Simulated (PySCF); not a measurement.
C$_{6}$H$_{8}$FOSi (doublet)

```
atom    x (Å)    y (Å)    z (Å)
   C  -3.1045  -0.3116   0.0705
   C  -1.6433  -0.1250   0.4464
   O  -0.8858   0.0584  -0.7246
  Si   0.6801   0.3636  -0.9475
   C   1.4930   1.6976   0.0978
   C   2.4969   1.2506   0.8330
   C   2.7628  -0.1942   0.7385
   C   1.9326  -0.8302  -0.0919
   F   2.0284  -2.1598  -0.3072
   H  -3.4665   0.5657  -0.4589
   H  -3.2134  -1.1769  -0.5778
   H  -3.7019  -0.4592   0.9658
   H  -1.5223   0.7498   1.0945
   H  -1.2714  -1.0047   0.9847
   H   0.7512   0.3992  -2.3918
   H   3.1063   1.8483   1.4937
   H   3.5509  -0.6596   1.3111
```

Geometry: GFN2-xTB.

The calculation used UKS B3LYP, pcH-1 on C F H O Si, non-relativistic, mean-field spin-orbit, GIAO in PySCF.

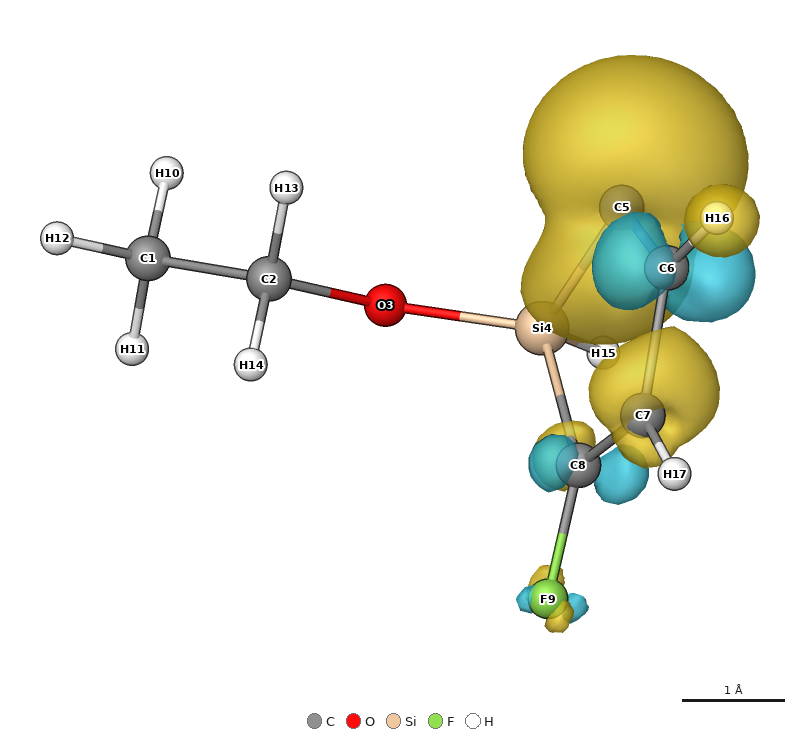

Figure 1. Isosurfaces of the spin density (α minus β) at +0.03 (yellow) and −0.03 e/Å³ (cyan), seen at a tilt.

Which atoms carry the spin?

Answer. The unpaired spin (1 electron) lies mostly on C5 (about 0.8) and Si4 (about 0.1), in electrons by Hirshfeld's partition.

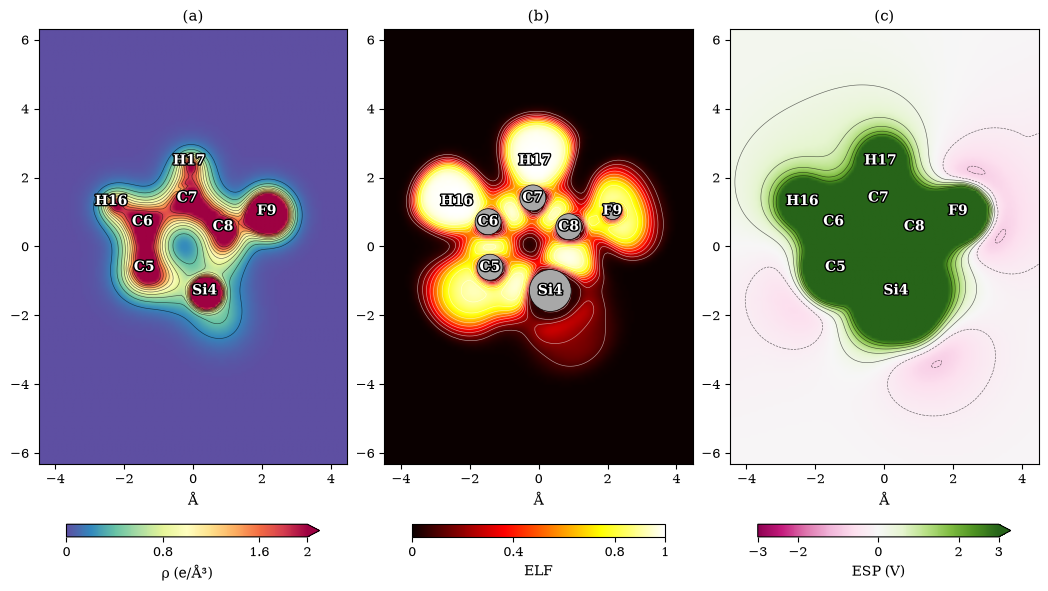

Figure 2. (a) electron density; (b) ELF; (c) electrostatic potential on the plane of atoms C6, C7 and C8. Grey discs cover the atomic cores in the ELF map.

Read the bonding off the picture.

Answer. The plane passes through Si, C, F and H nuclei. C–C (1.32 Å): the density is about 2.3 e/Å³ at the midpoint; the ELF peaks at about 0.90 between the atoms; a multiple bond. C–F (1.35 Å): ρ at the midpoint is about 1.9 e/Å³, with its minimum of 1.6 e/Å³ about 0.5 Å from C; the ELF peaks at about 0.80 between the atoms, as expected for a polar covalent bond. C–Si (1.88 Å): ρ at the midpoint is about 0.96 e/Å³; the ELF peaks at about 0.95 between the atoms; a shared electron pair. C–H (1.08 Å): ρ is about 1.8 e/Å³ halfway; the ELF is about 1 at the midpoint; a covalent bond by its length. C–C (1.47 Å): the density is about 1.7 e/Å³ at the midpoint; the ELF peaks at about 0.95 between the atoms, as expected for a covalent bond. The ELF also peaks beside C5 and F9, away from the bonds: non-bonding electrons, paired or unpaired. Outside the dense part of the molecule the potential is most negative (−0.8 V) near F9.

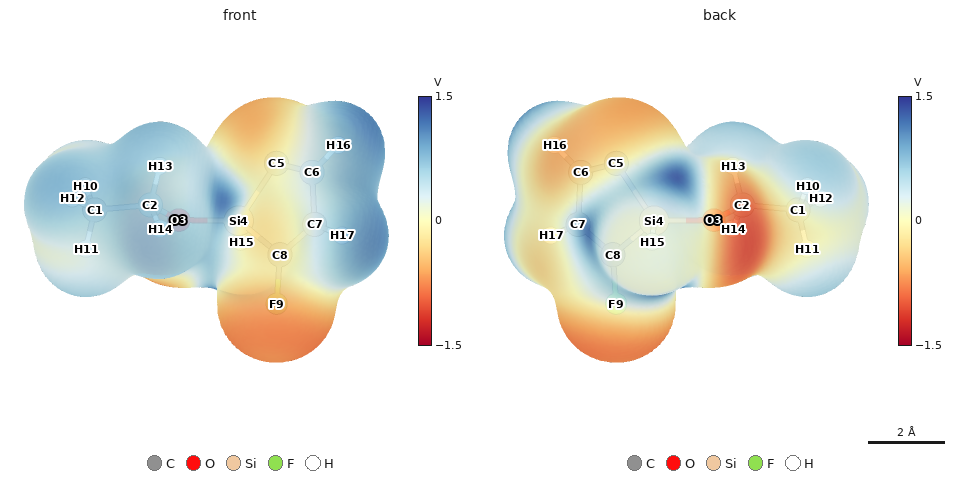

Figure 3. The molecular electrostatic potential painted on the density surface at 0.002 e/bohr³, seen from the front and from behind; red is negative and blue positive.

Where is the surface potential most negative and most positive?

Answer. The most negative region (about −1.0 V) lies over O3, the most positive (about +1.2 V) over Si4. O3 is the likeliest acceptor of a hydrogen bond.
